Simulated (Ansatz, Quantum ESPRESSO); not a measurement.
# TbS (Fm-3m): phonons and their coupling to the electrons, part 3 of 4

How strong is the electron-phonon coupling in TbS (Fm-3m)?

Quantum ESPRESSO 7.5; DFT PBEsol, scalar-relativistic, plane waves, PseudoDojo norm-conserving, 4f in core pseudopotentials.

So far. Step 7 (Phonons on a q mesh): The acoustic modes at Γ come out as far as 6.2 cm⁻¹ from zero, where they should vanish, a small numerical error. Step 9 (Dispersion): All branches are real along the path. The relaxed cell has a = 5.463 Å (conventional setting).

## Step 10: Sums over the zone

Sums over the zone need many more wavevectors than were solved, so the interpolation is sampled on a dense mesh.

File matdyn.in:

```
&INPUT
  asr    = 'crystal'
  flfrc  = 'x.fc'
  dos    = .true.
  fldos  = 'x.dos'
  nk1    = 14
  nk2    = 14
  nk3    = 14
  deltaE = 1.0
  la2F   = .true.
/
```

Command:

```console
matdyn.x -in matdyn.in > matdyn.out
```

Numbers of over 12 decimals in the logs are rounded to 6 here.

What it wrote:

```text
[banner, memory and clock lines left out]
Program MATDYN v.7.5

 mass for atomic type   1 not given; uses mass from file x.fc
 mass for atomic type   2 not given; uses mass from file x.fc
 Norm of the difference between old and new effective charges:    0.000000

 Norm of the difference between old and new force-constants:   6.61427e-05

     Message from routine matdyn:
     Z* not found in file x.fc, TO-LO splitting at q=0 will be absent!
 Norm of the difference between old and new effective charges:    0.000000

 Norm of the difference between old and new force-constants:   0.000392167

 Norm of the difference between old and new effective charges:    0.000000

 Norm of the difference between old and new force-constants:   0.000576922

 Norm of the difference between old and new effective charges:    0.000000

 Norm of the difference between old and new force-constants:   0.000474909

 Norm of the difference between old and new effective charges:    0.000000

 Norm of the difference between old and new force-constants:   0.000447915

 Norm of the difference between old and new effective charges:    0.000000

 Norm of the difference between old and new force-constants:   0.000449594

 Norm of the difference between old and new effective charges:    0.000000

 Norm of the difference between old and new force-constants:   0.000462359

 Norm of the difference between old and new effective charges:    0.000000

 Norm of the difference between old and new force-constants:   0.000483272

 Norm of the difference between old and new effective charges:    0.000000

 Norm of the difference between old and new force-constants:   0.000512387

 Norm of the difference between old and new effective charges:    0.000000

 Norm of the difference between old and new force-constants:   0.000548968

 Norm of the difference between old and new effective charges:    0.000000

 Norm of the difference between old and new force-constants:   0.000591411

Note: The following floating-point exceptions are signalling: IEEE_UNDERFLOW_FLAG
```

The job ended after 11 s (1 thread of Intel Xeon 6975P-C (Granite Rapids), shared host).

Read from the output:

```yaml
share_of_modes_beyond_3i_cm_minus1_on_the_dense_interpolated_mesh: 0
electron_phonon_coupling_constant: 0.5821
logarithmic_mean_frequency_weighted_by_the_coupling: 156.4 K
zero_point_energy_per_atom: 34.94 meV
heat_capacity_at_300_k: 22.95 J/(mol atoms K)
vibrational_entropy_at_300_k: 33.03 J/(mol atoms K)
```

The phonon density of states has structure finer than the step of the table below, so its rows give means over 10 cm⁻¹, whole bins alone (the curve runs from 0 to 306 cm⁻¹). Peaks (cm⁻¹: height): total 104.0: 0.105, 284.0: 0.236, 290.0: 0.224, 298.0: 0.136; S 286.0: 0.212, 290.0: 0.214, 298.0: 0.134; Tb 82.0: 0.0883, 104.0: 0.105, 284.0: 0.0258.

Tetrahedra. Phonon density of states against wavenumber; means over each step; values in 1/cm⁻¹/cell:

| wavenumber (cm⁻¹) | total | S | Tb |
| --- | --- | --- | --- |
| 10 | 5.9e-5 | 1.0e-5 | 4.8e-5 |
| 20 | 5.4e-4 | 8.8e-5 | 4.5e-4 |
| 30 | 0.00150 | 2.4e-4 | 0.00126 |
| 40 | 0.00318 | 4.9e-4 | 0.00269 |
| 50 | 0.00524 | 7.6e-4 | 0.00448 |
| 60 | 0.00858 | 0.00116 | 0.00742 |
| 70 | 0.0177 | 0.00214 | 0.0156 |
| 80 | 0.0764 | 0.00731 | 0.0691 |
| 90 | 0.0829 | 0.00513 | 0.0778 |
| 100 | 0.0911 | 0.00180 | 0.0893 |
| 110 | 0.0130 | 8.9e-5 | 0.0129 |
| 120 | 0 | 0 | 0 |
| 130 | 0 | 0 | 0 |
| 140 | 0 | 0 | 0 |
| 150 | 0 | 0 | 0 |
| 160 | 0 | 0 | 0 |
| 170 | 0 | 0 | 0 |
| 180 | 0 | 0 | 0 |
| 190 | 0 | 0 | 0 |
| 200 | 0 | 0 | 0 |
| 210 | 0 | 0 | 0 |
| 220 | 0 | 0 | 0 |
| 230 | 0 | 0 | 0 |
| 240 | 0 | 0 | 0 |
| 250 | 0 | 0 | 0 |
| 260 | 0 | 0 | 0 |
| 270 | 0 | 0 | 0 |
| 280 | 0.0738 | 0.0657 | 0.00812 |
| 290 | 0.160 | 0.150 | 0.00999 |
| 300 | 0.0643 | 0.0633 | 0.00102 |

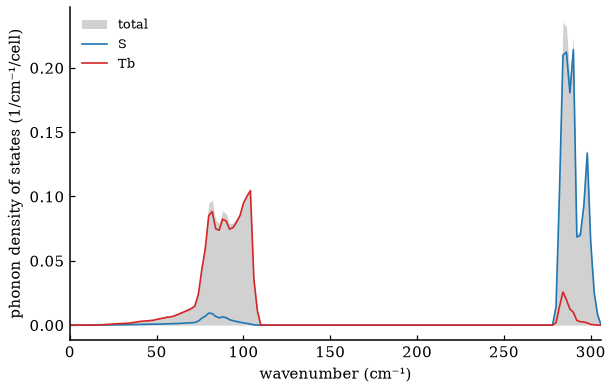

Phonon density of states, plotted against wavenumber.

Harmonic thermodynamic functions per atom, summed over the density of states scaled to three modes an atom; melting is ignored. Thermodynamic functions:

| T (K) | F_vib (meV/atom) | S (J/mol-atom/K) | C_V (J/mol-atom/K) |
| --- | --- | --- | --- |
| 0 | 34.94 | 0 | 0 |
| 50 | 34.31 | 4.106 | 7.795 |
| 100 | 30.19 | 11.7 | 14.43 |
| 200 | 11.28 | 24.11 | 20.88 |
| 300 | -18.57 | 33.03 | 22.95 |
| 400 | -56.44 | 39.77 | 23.78 |
| 500 | -100.5 | 45.12 | 24.18 |
| 600 | -149.7 | 49.55 | 24.41 |
| 700 | -203 | 53.33 | 24.55 |
| 800 | -260 | 56.61 | 24.64 |
| 900 | -320.2 | 59.52 | 24.7 |
| 1000 | -383.3 | 62.12 | 24.75 |

λ by broadening:

| broadening (Ry) | lambda | N(E_F) (states/spin/Ry/cell) | ω_log (K) |
| --- | --- | --- | --- |
| 0.005 | 0.5263 | 5.251 | 158.4 |
| 0.01 | 0.5856 | 5.728 | 156.8 |
| 0.015 | 0.5959 | 5.713 | 156.5 |
| 0.02 | 0.5821 | 5.624 | 156.4 |
| 0.025 | 0.5709 | 5.551 | 156.4 |
| 0.03 | 0.5642 | 5.495 | 156.5 |
| 0.035 | 0.559 | 5.447 | 156.5 |
| 0.04 | 0.554 | 5.404 | 156.7 |
| 0.045 | 0.549 | 5.366 | 156.9 |
| 0.05 | 0.5439 | 5.332 | 157.3 |

The alpha^2 F has structure finer than the step of the table below, so its rows give means over 2 meV, whole bins alone (the curve runs from 0.062 to 38.0 meV). Peaks (meV: height): 10.7: 0.881, 12.8: 1.11, 35.1: 1.06, 35.8: 1.07, 36.9: 1.28.

Gaussian broadening 0.02 Ry. Alpha^2 F against phonon energy; means over each step:

| phonon energy (meV) | alpha^2 F |
| --- | --- |
| 2 | 3.7e-4 |
| 4 | 0.00307 |
| 6 | 0.00941 |
| 8 | 0.0205 |
| 10 | 0.529 |
| 12 | 0.751 |
| 14 | 0.0194 |
| 16 | 0 |
| 18 | 0 |
| 20 | 0 |
| 22 | 0 |
| 24 | 0 |
| 26 | 0 |
| 28 | 0 |
| 30 | 0 |
| 32 | 0 |
| 34 | 0.0629 |
| 36 | 0.759 |

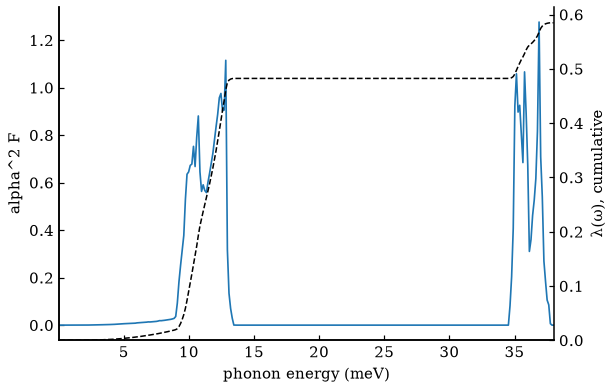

Alpha^2 F against phonon energy. The dashed line is the running λ.

At 300 K the heat capacity has reached 92 % of the Dulong-Petit value.

[end of part 3 of 4]

[Host names and launcher messages were left out of these logs when they were recorded.]

[Logs are printed without paths, hosts, clocks, repeated set-up lines and the standing remarks that a program may print on its own settings, such as how far it seeks lower states.]

[Hosts, paths, dates, database ids (printed as entryN), source tags and the programs' standing remarks are cut or masked in the printed files.]
